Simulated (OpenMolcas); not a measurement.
C2H5NSi (SMILES C[SiH2]C#N): methods side by side

The species is C2H5NSi (9 atoms), meant as a singlet with charge 0. As SMILES, `C[SiH2]C#N`. The shape is that of a PBE0-D4/def2-TZVP optimisation.

Quantity: the dipole moment, in D. The values are calculated.

| level | kind | program | value (D) | CPU time |
| --- | --- | --- | --- | --- |
| PBE/cc-pVDZ | GGA | OpenMolcas | 3.71 | 56 s |
| revPBE/cc-pVDZ | GGA | OpenMolcas | 3.69 | 49 s |
| M06-L/cc-pVDZ | meta-GGA | OpenMolcas | 3.87 | 61 s |
| TPSS/cc-pVDZ | meta-GGA | OpenMolcas | 3.72 | 65 s |
| r2SCAN/cc-pVDZ | meta-GGA | OpenMolcas | 3.82 | 72 s |
| B3LYP/cc-pVDZ | global hybrid | OpenMolcas | 3.77 | 42 s |
| BHLYP/cc-pVDZ | global hybrid | OpenMolcas | 3.88 | 36 s |
| M06-2X/cc-pVDZ | hybrid meta-GGA | OpenMolcas | 3.82 | 43 s |

The values span 3.69 to 3.88 D. Magnitudes only. CPU times are rough (shared hosts, several kinds of processor): they show what a rung costs within a factor of a few.

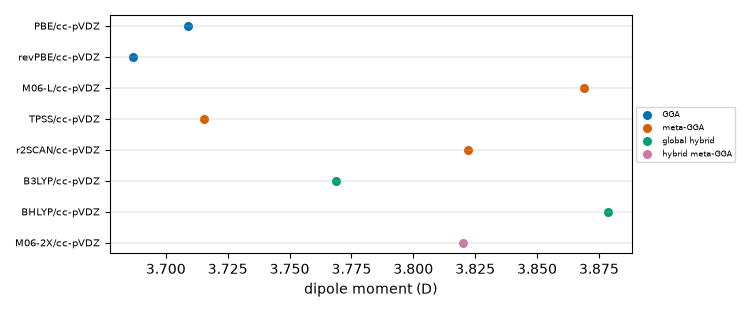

The values of the table, level by level.
